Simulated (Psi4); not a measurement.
# SiNH4S (SMILES N[SiH2][S]) at U-wB97X-V/6-311+G(d,p)

Aim: the vertical ionisation energy of SiNH4S at U-wB97X-V/6-311+G**, from 2 runs. 

The results are computed with Psi4 1.11.

2 further runs of the same task are left out: 2 set aside as unsound or not needed.

### 1 The structure to begin with

The species is SiNH4S (7 atoms), meant as a doublet with charge 0. SMILES: `N[SiH2][S]`. The shape is that of a PBE0-D4/def2-TZVP optimisation. This is one conformer, not always the lowest.

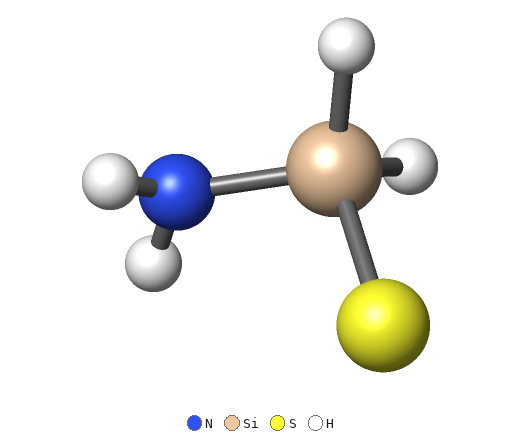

Viewed from a chosen angle; nitrogen blue, silicon light orange, sulfur yellow, hydrogen white.

### 2 A single-point energy at U-wB97X-V/6-311+G(d,p)

File h4nssi.xyz:

```xyz
7
H4NSSi
N     -0.745300     0.024700    -0.769600
Si     0.651700    -0.008000     0.239500
S     -0.104200    -0.184300     2.215000
H     -1.342400     0.837600    -0.753400
H     -1.289700    -0.817300    -0.880200
H      1.406500     1.253500     0.044800
H      1.484600    -1.174200    -0.141800
```

File calc.py:

```python
import psi4

psi4.set_memory('1600 MB')
psi4.set_num_threads(1)
psi4.set_output_file('output.dat', False)

with open('h4nssi.xyz') as f:
    atoms = ''.join(f.readlines()[2:])
molecule = psi4.geometry('0 2\n' + atoms + 'symmetry c1\nno_reorient\nno_com')

options = {'basis': '6-311+G**', 'reference': 'uks', 'puream': True, 'e_convergence': 1e-09, 'd_convergence': 1e-08, 'scf_type': 'pk', 'dft_radial_points': 99, 'dft_spherical_points': 590, 'maxiter': 200}
psi4.set_options(options)

E, wfn = psi4.energy("wb97x-v", return_wfn=True)
print(f'total energy {E:.8f} hartree = {E * 27.211386:.5f} eV')
for k, v in sorted(psi4.core.scalar_variables().items()):
    print(f'{k:45s} {v:18.10f}')
```

Run with:

```bash
python calc.py
```

output.dat:

```text
[...]
  Running in c1 symmetry.
[...]
  Nuclear repulsion =  143.544420489050538
[...]
  Multiplicity = 2
[...]
  Nalpha       = 21
  Nbeta        = 20
[...]
    Number of basis functions: 106
[...]
   @UKS iter   1:  -744.54175171277643   -4.51336e-01   7.14415e-03 DIIS/ADIIS
[...]
   @UKS iter  18:  -744.75138022866508    2.04409e-10   8.04788e-09 DIIS
[...]
   @S^2 Observed:                7.527389412E-01
[...]
    Orbital Energies [Eh]
    ---------------------
    Alpha Occupied:
       1A    -88.866209     2A    -66.159104     3A    -14.386037
       4A     -8.050499     5A     -6.014405     6A     -6.002073
       7A     -5.996126     8A     -5.416515     9A     -3.767800
      10A     -3.766062    11A     -3.765958    12A     -0.985603
      13A     -0.850676    14A     -0.656893    15A     -0.608560
      16A     -0.515160    17A     -0.481158    18A     -0.464805
      19A     -0.404763    20A     -0.389189    21A     -0.347253
    Alpha Virtual:
      22A      0.047496    23A      0.062742    24A      0.065802
      25A      0.074099    26A      0.102800    27A      0.114945
[...]
  @UKS Final Energy:  -744.75138022866508
   => Energetics <=
    Nuclear Repulsion Energy =            143.5444204890505375
    One-Electron Energy =               -1313.7114449987909666
    Two-Electron Energy =                 466.0021918064836655
    DFT Exchange-Correlation Energy =     -40.7544594030685161
    Empirical Dispersion Energy =           0.0000000000000000
    VV10 Nonlocal Energy =                  0.1679118776602678
    Total Energy =                       -744.7513802286650844
[...]
 Multipole Moments:
 ------------------------------------------------------------------------------------
     Multipole            Electronic (a.u.)      Nuclear  (a.u.)        Total (a.u.)
 ------------------------------------------------------------------------------------
 L = 1.  Multiply by 2.5417464519 to convert [e a0] to [Debye]
 Dipole X            :         -4.8663621            4.7214807           -0.1448814
 Dipole Y            :          5.2954527           -5.2691234            0.0263293
 Dipole Z            :        -60.2564644           59.8574530           -0.3990114
 Magnitude           :                                                    0.4253163
[...]
```

Standard output:

```text
total energy -744.75138023 hartree = -20265.71728 eV
CURRENT ENERGY                                   -744.7513802287
CURRENT REFERENCE ENERGY                         -744.7513802287
DD SOLVATION ENERGY                                 0.0000000000
DFT FUNCTIONAL TOTAL ENERGY                      -744.7513802287
DFT TOTAL ENERGY                                 -744.7513802287
DFT VV10 ENERGY                                     0.1679118777
DFT XC ENERGY                                     -40.7544594031
GRID ELECTRONS ALPHA                               21.0000000513
GRID ELECTRONS BETA                                20.0000001200
GRID ELECTRONS TOTAL                               41.0000001712
NUCLEAR REPULSION ENERGY                          143.5444204891
ONE-ELECTRON ENERGY                             -1313.7114449988
PCM POLARIZATION ENERGY                             0.0000000000
PE ENERGY                                           0.0000000000
SCF ITERATION ENERGY                             -744.7513802287
SCF ITERATIONS                                     18.0000000000
SCF TOTAL ENERGY                                 -744.7513802287
TWO-ELECTRON ENERGY                               466.0021918065
XC GRID RADIAL POINTS                              99.0000000000
XC GRID SPHERICAL POINTS                          590.0000000000
XC GRID TOTAL POINTS                           392515.0000000000
```

Run time: 3 min. Hardware: 1 thread of Intel Xeon Platinum 8375C at 2.90GHz (Ice Lake), shared host; peak memory 0.76 GiB.

### 3 The singlet cation, same level

File job.in:

```
memory 1600 mb

molecule geom {
  1 1
  N     -1.40841288     0.04667624    -1.45433323
  Si     1.23153452    -0.01511781     0.45258941
  S     -0.19690946    -0.34827652     4.18574337
  H     -2.53676835     1.58283460    -1.42371966
  H     -2.43717978    -1.54447316    -1.66333693
  H      2.65789979     2.36877170     0.08465973
  H      2.80548740    -2.21891642    -0.26796316
  units au
  symmetry c1
}

set basis 6-311+G**
set puream true
set e_convergence 1e-09
set d_convergence 1e-08
set scf_type pk
set dft_radial_points 99
set dft_spherical_points 590

energy_value, wavefunction = energy("wb97x-v", return_wfn=True)
print_variables()
```

Run with:

```bash
psi4 -i job.in -o job.out -n 1
```

job.out:

```text
[...]
  Running in c1 symmetry.
[...]
  Nuclear repulsion =  143.544420451092378
[...]
  Multiplicity = 1
[...]
  Nalpha       = 20
  Nbeta        = 20
[...]
    Number of basis functions: 106
[...]
   @RKS iter   1:  -744.13434076035458   -4.39203e-02   6.97119e-03 ADIIS/DIIS
[...]
   @RKS iter  15:  -744.34232140178858    7.38964e-12   6.41792e-09 DIIS
[...]
    Orbital Energies [Eh]
    ---------------------
    Doubly Occupied:
       1A    -89.203088     2A    -66.380945     3A    -14.570947
       4A     -8.382626     5A     -6.350548     6A     -6.330289
       7A     -6.324128     8A     -5.639778     9A     -3.992220
      10A     -3.988942    11A     -3.987925    12A     -1.172622
      13A     -1.114781    14A     -0.872925    15A     -0.788415
      16A     -0.720858    17A     -0.712079    18A     -0.683197
      19A     -0.644739    20A     -0.553235
[...]
  @RKS Final Energy:  -744.34232140178858
   => Energetics <=
    Nuclear Repulsion Energy =            143.5444204510923782
    One-Electron Energy =               -1303.4085926555908372
    Two-Electron Energy =                 455.9495094488304403
    DFT Exchange-Correlation Energy =     -40.5929886181502511
    Empirical Dispersion Energy =           0.0000000000000000
    VV10 Nonlocal Energy =                  0.1653299720297519
    Total Energy =                       -744.3423214017885812
[...]
 Multipole Moments:
 ------------------------------------------------------------------------------------
     Multipole            Electronic (a.u.)      Nuclear  (a.u.)        Total (a.u.)
 ------------------------------------------------------------------------------------
 L = 1.  Multiply by 2.5417464519 to convert [e a0] to [Debye]
 Dipole X            :          0.1331036            0.0264495            0.1595531
 Dipole Y            :         -0.4007754            0.3642010           -0.0365744
 Dipole Z            :          5.2639914           -4.7196754            0.5443159
 Magnitude           :                                                    0.5683966
[...]
```

It took 2.3 min on 1 thread of Intel Xeon Platinum 8375C at 2.90GHz (Ice Lake), shared host; peak memory 0.76 GiB.

### 4 Results

At U-wB97X-V/6-311+G**:

| quantity | value |
| --- | --- |
| doublet SiNH4S: total energy | -744.75138 Eh |
| doublet SiNH4S: dipole moment | 1.08 D |
| doublet SiNH4S: HOMO energy (highest over α and β) | -9.22 eV |
| doublet SiNH4S: LUMO energy (lowest over α and β) | -2.50 eV |
| doublet SiNH4S: ⟨S²⟩ | 0.753 |
| singlet cation: total energy | -744.34232 Eh |
| singlet cation: HOMO energy | -15.05 eV |
| singlet cation: LUMO energy | -11.11 eV |
| singlet cation: HOMO–LUMO gap | 3.94 eV |
| vertical ionisation energy (to the singlet cation) | 11.131 eV |

What this shows: The vertical ionisation energy comes to 11.13 eV (257 kcal/mol). Only the singlet of the ionised species was computed; a triplet could lie lower.
